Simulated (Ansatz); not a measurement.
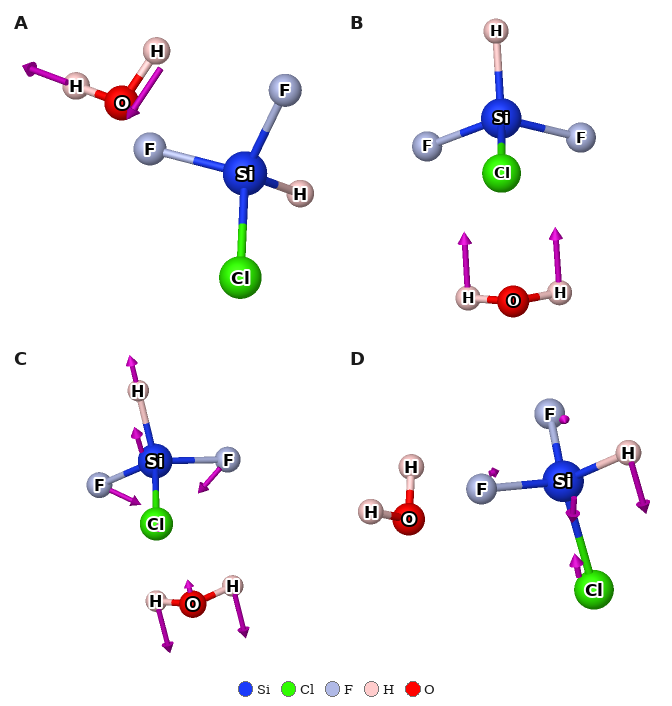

4 normal modes of one molecule or complex, as arrows. Harmonic vibrations computed with RKS PBE0-D4/def2-TZVP (Ansatz 0.2.0) at a stationary point of the same level.

> Match the panels to the wavenumbers 192 cm⁻¹, 367 cm⁻¹, 582 cm⁻¹, 3951 cm⁻¹.

A: 3951 cm⁻¹, out-of-phase stretching of 2 O–H bonds
B: 192 cm⁻¹
C: 367 cm⁻¹, angle bending
D: 582 cm⁻¹
